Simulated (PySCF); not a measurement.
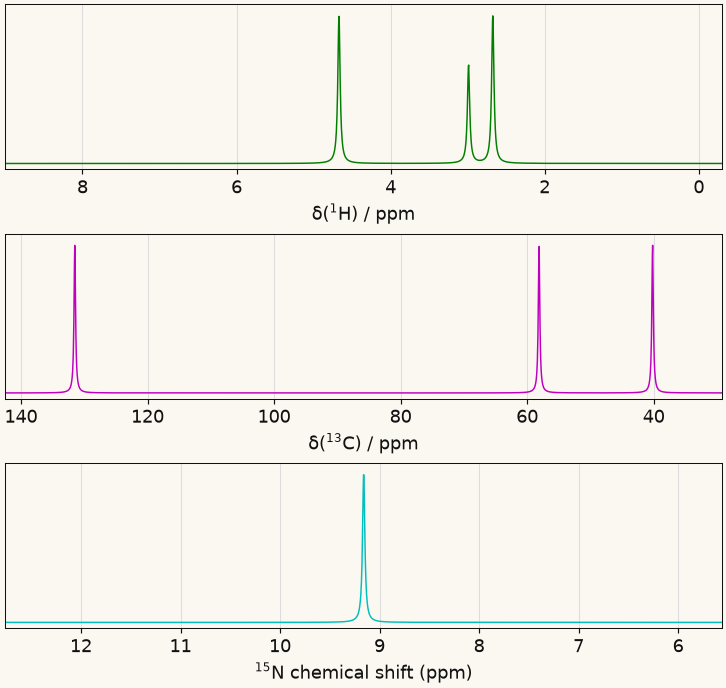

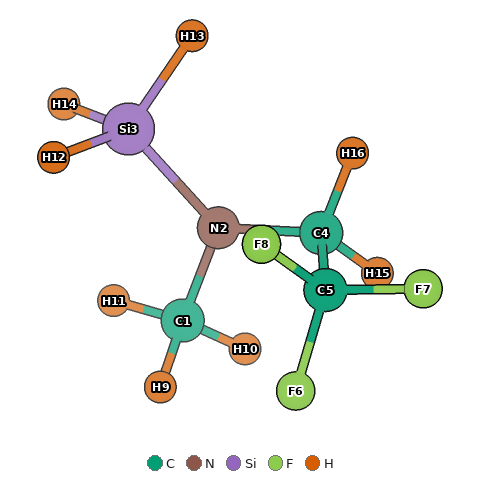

Spectrum and numbered structure of C₃H₈F₃NSi, SMILES CN([SiH3])CC(F)(F)F. GIAO shifts, PBE0/pcSseg-1 with PySCF, at a PBE0-D3(BJ)/def2-SVP geometry (no frequency check), against TMS for ¹H, TMS for ¹³C and NH₃ for ¹⁵N computed at the same level (¹⁵N: a single molecule, while the usual scales start at liquid NH₃ or nitromethane; multiply bonded nitrogen can come out tens of ppm too deshielded). Gas phase, fully decoupled, line heights follow the number of nuclei, widths are arbitrary (no quadrupolar broadening); values of one conformer, averaged over nuclei that symmetry, rotation about single bonds or inversion at nitrogen exchange, these motions taken as fast; other conformers aren't averaged in.

Question: Which atoms give which ¹H line?

Answer:
| δ (ppm) | nuclei | atoms |
| --- | --- | --- |
| 4.67 | 3 | H12, H13, H14 |
| 2.99 | 2 | H15, H16 |
| 2.67 | 3 | H9, H10, H11 |

Question: Which atoms give which ¹³C line?

Answer:
```csv
δ (ppm),nuclei,atoms
131.5,1,C5
58.1,1,C4
40.2,1,C1
```

Question: Where does the ¹⁵N line lie?

Answer: At 9.2 ppm (N2).
